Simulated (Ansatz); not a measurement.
**W5Si3: pressure series**

The reference is W₅Si₃ (space group I4/mcm, No. 140; a = 9.596 Å, c = 4.930 Å; a cell from a computed database, its experimental status unchecked).

Cell and atoms are relaxed at each pressure.

Level of theory: PBEsol, PAW, 420 eV (Ansatz, a quantum-chemistry and plane-wave program; no spin-orbit coupling).

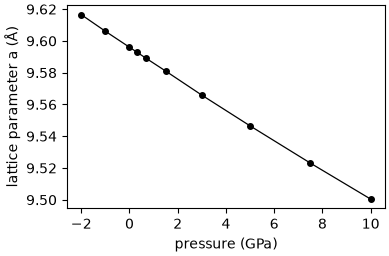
Figure. Lattice parameter a against pressure

```
pressure (GPa)  lattice parameter a
--------------  -------------------
-2                          9.617 Å
-1                          9.606 Å
0.3                         9.593 Å
0.7                         9.589 Å
1.5                         9.581 Å
3                           9.566 Å
5                           9.547 Å
7.5                         9.523 Å
10                          9.500 Å
```

Load acts through the strain it causes; cell and atoms are relaxed under it. Stability against distortions was not tested. No other phases were tried under pressure. All final runs are without spin polarisation.
